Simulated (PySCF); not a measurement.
**[InF6]3-: geometry, NMR shifts**

Aim: predict the NMR shifts of [InF6]3- (`[F][In-3]([F])([F])([F])([F])[F]`).

Programs: PySCF 2.14.0, with density-fitted response routines of our own. Each step states its level of theory. These are calculated values for one molecule in the gas phase, unless marked as measured. Atoms count from 0, in the outputs and in this text.

**1. The molecule as given**

7 atoms, charge -3, multiplicity 1; geometry from: GFN2-xTB.

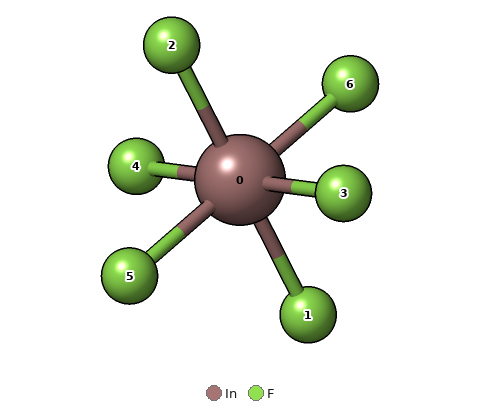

As it starts; indium brown, fluorine green, atoms numbered; sticks join atoms by distance.

**2. Geometry optimisation at PBE0-D3(BJ)/def2-SVP**

Job settings and geometry (Å):

```
{"job": {"xc": "PBE0", "basis": "def2-SVP", "d3": "d3bj", "grid": 1, "maxiter": 40, "kind": "geom"}, "charge": -3, "multiplicity": 1}
In     0.000090    -0.001300     0.000020
F     -0.019520    -0.009140     2.123050
F      0.019470     0.011810    -2.122590
F      2.121480     0.005450     0.019450
F     -2.121050    -0.005450    -0.019920
F     -0.006610     2.122230     0.010240
F      0.006140    -2.123600    -0.010250
```

Standard output:

```text
step   0  E = -787.99490211  max force = 0.003150
step   1  E = -787.99506221  max force = 0.000577
step   2  E = -787.99507863  max force = 0.000132
step   3  E = -787.99510389  max force = 0.000500
step   4  E = -787.91186304  max force = 0.092034
step   5  E = -787.97770854  max force = 0.036220
step   6  E = -787.99126615  max force = 0.016142
step   7  E = -787.99456439  max force = 0.007723
step   8  E = -787.99514365  max force = 0.003939
step   9  E = -787.99514912  max force = 0.001197
step  10  E = -787.99509265  max force = 0.000179
step  11  E = -787.99512984  max force = 0.000657
step  12  E = -787.99512284  max force = 0.000391
step  13  E = -787.99512982  max force = 0.000538
step  14  E = -787.99513043  max force = 0.000490
step  15  E = -787.99513107  max force = 0.000425
step  16  E = -787.99513155  max force = 0.000360
step  17  E = -787.99513184  max force = 0.000278
optimisation converged
```

Run time: 94 s. Hardware: 1 thread, shared host.

The steps of the relaxation: (the energy doesn't fall at every step)

| step | energy from step 0 (eV) | largest force component (eV/Å) |
| --- | --- | --- |
| 0 | 0.0000 | 0.1620 |
| 1 | -0.0044 | 0.0297 |
| 2 | -0.0048 | 0.0068 |
| 3 | -0.0055 | 0.0257 |
| 4 | 2.2596 | 4.7326 |
| 5 | 0.4679 | 1.8625 |
| 6 | 0.0989 | 0.8301 |
| 7 | 0.0092 | 0.3971 |
| 8 | -0.0066 | 0.2026 |
| 9 | -0.0067 | 0.0616 |
| 10 | -0.0052 | 0.0092 |
| 11 | -0.0062 | 0.0338 |
| 12 | -0.0060 | 0.0201 |
| 13 | -0.0062 | 0.0277 |
| 14 | -0.0062 | 0.0252 |
| 15 | -0.0062 | 0.0219 |
| 16 | -0.0062 | 0.0185 |
| 17 | -0.0063 | 0.0143 |

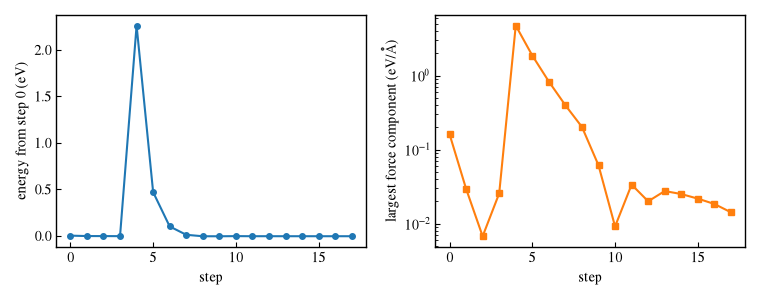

Energy and largest force along the relaxation.

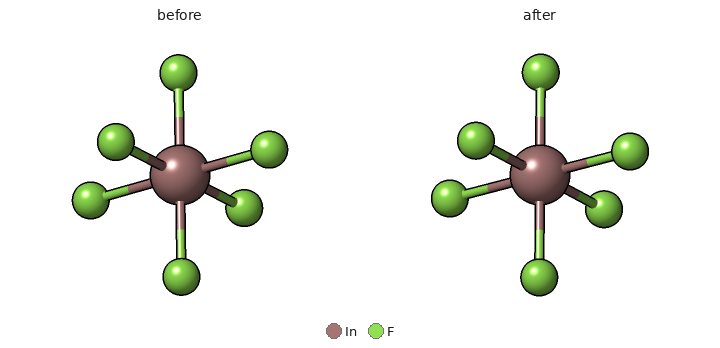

The geometry before (left) and after (right).

Close pairs (by a distance rule), those that changed most:

| bond | before (Å) | after (Å) | change (Å) |
| --- | --- | --- | --- |
| In0–F4 | 2.121 | 2.134 | +0.012 |
| In0–F3 | 2.121 | 2.134 | +0.012 |
| In0–F6 | 2.122 | 2.133 | +0.011 |
| In0–F2 | 2.123 | 2.133 | +0.010 |
| In0–F1 | 2.123 | 2.133 | +0.010 |
| In0–F5 | 2.124 | 2.133 | +0.009 |

The end geometry stands in the next job.

| at the end point | value |
| --- | --- |
| point group (found at 0.08 Å tolerance) | Oh |
| rotational constants (GHz, main isotopes) | 1.462, 1.461, 1.461 |

**3. Shielding tensors: PBE0/def2-TZVP+pcSseg-1**

Job settings and geometry (Å):

```
{"job": {"kind": "nmr", "xc": "PBE0", "basis": {"default": "pcSseg-1", "In": "def2-TZVP"}}, "charge": -3, "multiplicity": 1}
In    -0.000023     0.000423     0.000030
F     -0.058249    -0.031334     2.132187
F      0.058099     0.030656    -2.132178
F      2.132695     0.017233     0.058384
F     -2.132743    -0.017413    -0.058527
F     -0.017739     2.133018     0.030684
F      0.017960    -2.132583    -0.030580
```

Method: GIAO PBE0/pcSseg-1 In:def2-TZVP NMR shielding, scalar relativity only through core potentials, gas phase.

Standard output:

```text
coarse grid: 39888 points
cycle   1  E = -787.6555137477  dE = -3.233e+01  |g| = 2.168e+00  |ddm| = 4.632e+01
cycle   2  E = -787.8006508027  dE = -1.451e-01  |g| = 2.285e+00  |ddm| = 6.215e+00
cycle   3  E = -788.5120243829  dE = -7.114e-01  |g| = 2.155e-01  |ddm| = 2.196e+00
cycle   4  E = -788.5155461402  dE = -3.522e-03  |g| = 1.729e-01  |ddm| = 2.902e-01
cycle   5  E = -788.5197643185  dE = -4.218e-03  |g| = 8.731e-03  |ddm| = 1.386e-01
cycle   6  E = -788.5197779515  dE = -1.363e-05  |g| = 1.434e-03  |ddm| = 1.041e-02
cycle   7  E = -788.5197782697  dE = -3.182e-07  |g| = 2.257e-04  |ddm| = 2.149e-03
final grid: 83672 points
cycle   8  E = -788.5200280562  dE = -1.588e-07  |g| = 1.592e-04  |ddm| = 1.068e-03
cycle   9  E = -788.5200280537  dE =  2.481e-09  |g| = 2.110e-04  |ddm| = 2.534e-04
cycle  10  E = -788.5200280601  dE = -6.401e-09  |g| = 3.066e-05  |ddm| = 1.384e-04
cycle  11  E = -788.5200280603  dE = -1.282e-10  |g| = 6.278e-06  |ddm| = 2.745e-05
converged SCF energy = -788.5200280603

GIAO shielding tensors (ppm)
atom      isotropic    diamagn.    paramagn.     s11        s22        s33       span
  0 In         nan         nan         nan        nan        nan        nan        nan
  1 F      350.323     481.348    -131.025    287.157    287.193    476.621    189.464
  2 F      350.317     481.348    -131.032    287.154    287.175    476.621    189.467
  3 F      350.283     481.349    -131.066    287.091    287.121    476.637    189.546
  4 F      350.287     481.349    -131.061    287.110    287.114    476.638    189.528
  5 F      350.392     481.346    -130.954    287.281    287.286    476.609    189.328
  6 F      350.267     481.350    -131.082    287.077    287.105    476.620    189.543
```

Wall time 12 s (1 thread, shared host).

The references, computed at this level on geometries of the same kind, shield at (ppm): ¹⁹F CFCl3 177.2. Their shielding less the atom's gives the shift. The references are single molecules in the gas phase, so shifts against H2O, NH3, PH3, H3PO4 or CFCl3 are not on the usual liquid scales and can be off by tens of ppm. Atoms listed in one row are averaged.

| atoms | environment | σ (ppm) | δ (ppm) |
| --- | --- | --- | --- |
| F1, F2, F3, F4, F5, F6 | fluorine bonded to In | 350.3 | -173.1 |

Atoms past Kr carry core potentials, so their printed shieldings have no meaning and are left out of the table.

Charges from the same density, by scheme (e):

| atoms | Mulliken | ESP fit |
| --- | --- | --- |
| In0 | 0.87 | 1.46 |
| F1, F2, F3, F4, F5, F6 | -0.64 | -0.74 |

ESP fit charges:

| atom | value (e) |
| --- | --- |
| In0 | 1.46 |
| F1 | -0.74 |
| F2 | -0.74 |
| F3 | -0.74 |
| F4 | -0.74 |
| F5 | -0.74 |
| F6 | -0.74 |

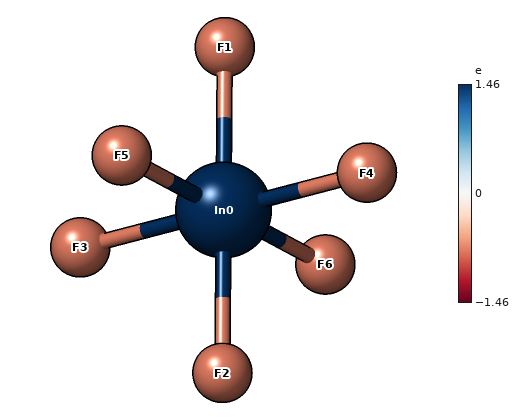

ESP fit charges, as colours on the atoms.

Mayer bond orders: In0–F1 0.62, In0–F2 0.62, In0–F3 0.62, In0–F4 0.62, In0–F5 0.62, In0–F6 0.62.

With diffuse functions Mulliken charges and Mayer bond orders lose their meaning; the other schemes are steadier.

**4. NMR shieldings: B3LYP/def2-TZVP+pcSseg-1**

Same as in step 3 but for these lines:

```diff
@@ -1,2 +1,2 @@
-{"job": {"kind": "nmr", "xc": "PBE0", "basis": {"default": "pcSseg-1", "In": "def2-TZVP"}}, "charge": -3, "multiplicity": 1}
+{"job": {"kind": "nmr", "xc": "B3LYP", "basis": {"default": "pcSseg-1", "In": "def2-TZVP"}, "pop": false}, "charge": -3, "multiplicity": 1}
 In    -0.000023     0.000423     0.000030
```

With the program's defaults for keys left out, this is: GIAO B3LYP/pcSseg-1 In:def2-TZVP NMR shielding, scalar relativity only through core potentials, gas phase.

Standard output:

```text
coarse grid: 39888 points
cycle   1  E = -788.2622323686  dE = -3.217e+01  |g| = 2.239e+00  |ddm| = 4.617e+01
cycle   2  E = -783.2321410612  dE =  5.030e+00  |g| = 5.010e+00  |ddm| = 1.436e+01
cycle   3  E = -789.1026793436  dE = -5.871e+00  |g| = 5.900e-01  |ddm| = 1.332e+01
cycle   4  E = -789.1242235875  dE = -2.154e-02  |g| = 5.790e-01  |ddm| = 1.285e+00
cycle   5  E = -789.1723847886  dE = -4.816e-02  |g| = 3.540e-02  |ddm| = 3.748e-01
cycle   6  E = -789.1725642101  dE = -1.794e-04  |g| = 1.360e-02  |ddm| = 4.265e-02
cycle   7  E = -789.1725817205  dE = -1.751e-05  |g| = 8.439e-03  |ddm| = 1.240e-02
cycle   8  E = -789.1725923471  dE = -1.063e-05  |g| = 4.804e-04  |ddm| = 5.221e-03
cycle   9  E = -789.1725923803  dE = -3.315e-08  |g| = 4.941e-05  |ddm| = 5.588e-04
final grid: 83672 points
cycle  10  E = -789.1729824100  dE = -2.207e-07  |g| = 1.797e-04  |ddm| = 1.024e-03
cycle  11  E = -789.1729824050  dE =  5.018e-09  |g| = 2.734e-04  |ddm| = 2.703e-04
cycle  12  E = -789.1729824155  dE = -1.051e-08  |g| = 1.941e-05  |ddm| = 1.684e-04
cycle  13  E = -789.1729824155  dE = -2.979e-11  |g| = 7.653e-06  |ddm| = 2.474e-05
converged SCF energy = -789.1729824155

GIAO shielding tensors (ppm)
atom      isotropic    diamagn.    paramagn.     s11        s22        s33       span
  0 In         nan         nan         nan        nan        nan        nan        nan
  1 F      339.611     482.264    -142.653    269.604    269.628    479.600    209.996
  2 F      339.604     482.264    -142.661    269.600    269.610    479.602    210.002
  3 F      339.564     482.264    -142.701    269.530    269.543    479.618    210.088
  4 F      339.568     482.264    -142.696    269.536    269.549    479.619    210.083
  5 F      339.679     482.261    -142.582    269.724    269.726    479.586    209.861
  6 F      339.546     482.265    -142.719    269.499    269.532    479.607    210.107
```

Wall time 12 s (1 thread, shared host).

Key values: δ F1 -167.7 ppm (means over like atoms).

**5. Run by run: NMR shifts**

Shifts (ppm), means over like atoms, with basis size and wall time:

| run | F1 | functions | time |
| --- | --- | --- | --- |
| PBE0/def2-TZVP+pcSseg-1 | -173.1 | 152 | 12 s |
| B3LYP/def2-TZVP+pcSseg-1 | -167.7 | 152 | 12 s |

**6. What came out**

| quantity | value |
| --- | --- |
| point group | Oh |
| rotational constants (main isotopes) | 1.46, 1.46, 1.46 GHz |
| ¹⁹F shifts against CFCl3 (PBE0/def2-TZVP+pcSseg-1, means over atoms taken as alike) | -173.1 ppm |
| range of the shift of F1 | -173.1 to -167.7 ppm |

In words: Over 17 steps the energy fell by 0.006 eV; of the close pairs, In0–F4 changed most, 2.121 to 2.134 Å. No frequency check was run at this level, so the end point may be a saddle. The shift of F1 (with its like atoms) runs from -173.1 (PBE0/def2-TZVP+pcSseg-1) to -167.7 ppm (B3LYP/def2-TZVP+pcSseg-1). Spin-orbit coupling is left out, which matters for shieldings and couplings at and beside the heavy atoms. At PBE0/def2-TZVP+pcSseg-1 the HOMO lies above zero (+5.55 eV), as often for anions in the gas phase: self-interaction error lifts it, or the electron is held by the finite basis alone; counter-ions and solvent are missing.
